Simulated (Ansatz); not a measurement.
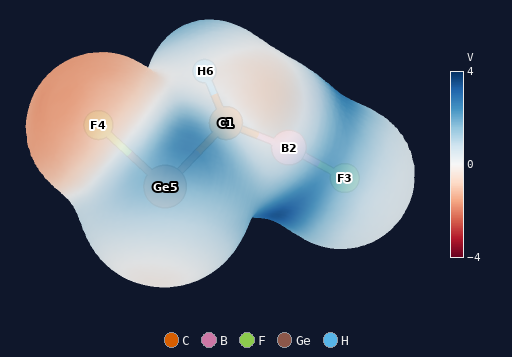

The picture shows: CHBF2Ge (SMILES F/B=[CH]\[Ge][F]). The electrostatic potential painted on the density surface at 0.004 e/bohr³, seen at a tilt; the colour scale runs from red (negative) to blue (positive).

Geometry: B3LYP-D3(BJ)/def2-SVP.

Method: Ansatz, isolated molecule in a Gaussian basis; Kohn-Sham density functional theory, functional PBE0.

```xyz
6

C    -0.4057    0.3684    0.1912
B     0.9315    0.3089   -0.1629
F     2.1567    0.0859   -0.4698
F    -2.9046   -0.5393    0.9574
Ge   -1.3382   -1.3045    0.6151
H    -1.0417    1.2530    0.2710
```

Where is the surface potential most negative and most positive?

The most negative region (about −1.6 V) lies over F4, the most positive (about +3.2 V) over B2.

What dipole moment does the calculation give?

Its dipole moment is 2.95 D.
